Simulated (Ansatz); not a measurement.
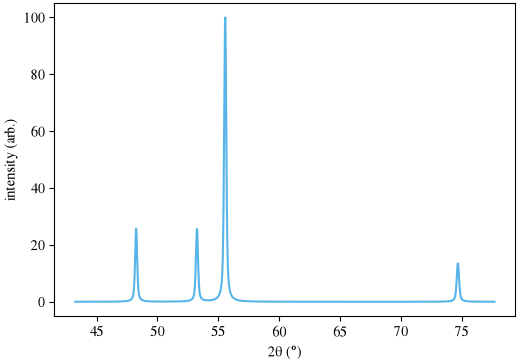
Figure. Simulated powder pattern, Fe Kα, λ = 1.93735 Å

The pattern belongs to a structure relaxed with the program Ansatz at the PBE+D3(BJ) level (PAW).

Task: Pick the material that matches.
A) C, graphite
B) Be, hcp (Mg type)
C) Os, hcp (Mg type)
D) Lu, hcp (Mg type)

Result: C, Os, hcp (Mg type)

Space group P6_3/mmc (hcp (Mg type)). The cell was relaxed with PBE+D3(BJ) under the symmetry of its start. The run is not spin-polarised. The pairwise dispersion correction was not fitted to metals. Scalar-relativistic: spin–orbit coupling is off unless named, which matters more the heavier the elements.

Potentials: the earlier of the program's two PAW sets.
